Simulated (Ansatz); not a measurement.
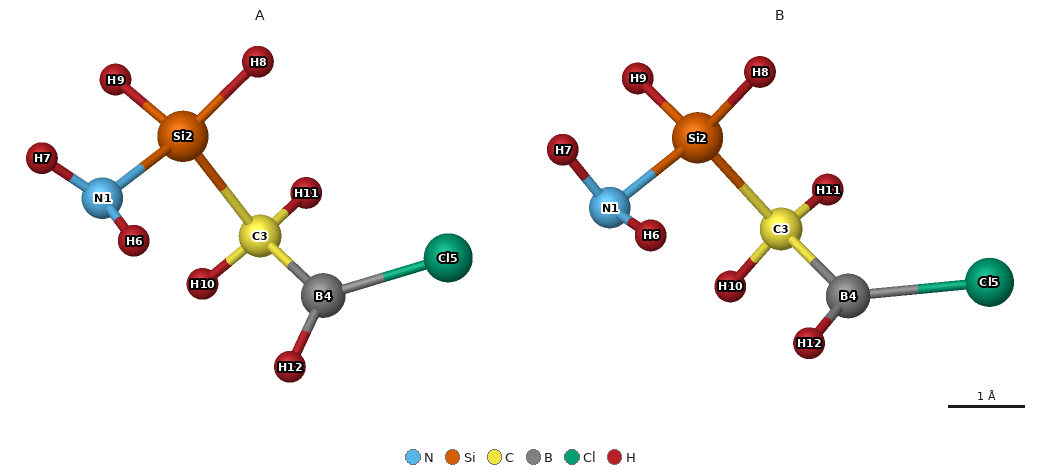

Two geometries of CH$_{7}$BClNSi (coarse preliminary run), drawn at one scale. One is the start of a relaxation, the other its converged end. The picture is a ball-and-stick view, seen from a free direction.

All numbers below come from RKS PBE-D4/def2-SVP (Ansatz 0.2.0). (force threshold 0.03 eV/Å; at most 200 steps)

Question: Which one is relaxed?

Answer: Structure A is the relaxed one. The start comes from a force field. The largest move after the best rigid fit is that of Cl5, 0.61 Å. Largest moves by element: Cl 0.61 Å, H 0.40 Å, N 0.23 Å, B 0.11 Å, C 0.10 Å, Si 0.07 Å. Near-neighbour distances that change, for instance: B4–Cl5 1.877 → 1.771 Å, C3–B4 1.647 → 1.541 Å, B4–H12 1.141 → 1.217 Å, N1–H7 1.092 → 1.024 Å. Among the angles between lasting bonds that change: Si2–N1–H7 104.8° → 117.5°, Si2–N1–H6 107.1° → 118.7°, H6–N1–H7 101.4° → 109.5°. Groups turn about C3–B4 by about 25°. Over 12 accepted moves (14 points after the start) the energy falls by 0.640 eV. Largest force component: 3.5 eV/Å at the start, 0.015 eV/Å at the end. The line search rejected the trial steps at points 5, 10 of the run.
